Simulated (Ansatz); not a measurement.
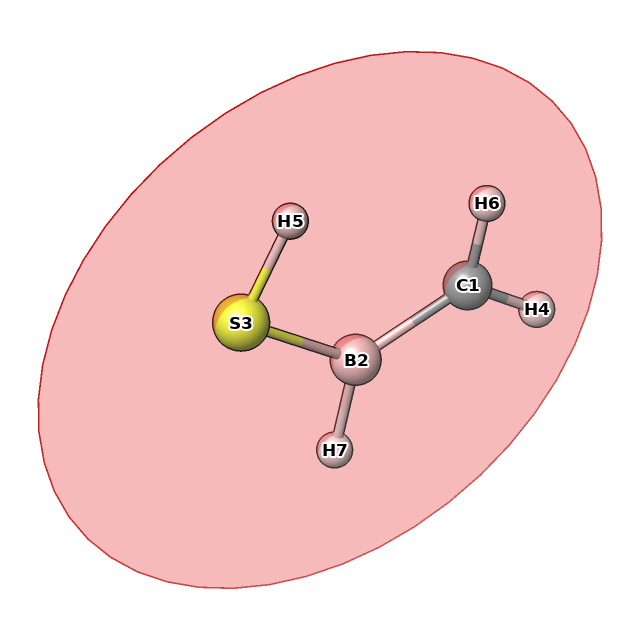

A disc through the centre of mass is drawn in. Atoms fade into the background with distance from the viewer. State: neutral, doublet. The computed structure is the end point of a PBE-D4/def2-SVP optimisation. No frequency run is at hand to confirm it as a minimum.

### Is the plane of the disc a mirror plane of the structure?

Yes. The reflection leaves C1, B2, S3, H4, H5, H6, H7 in place. The point group is Cs.
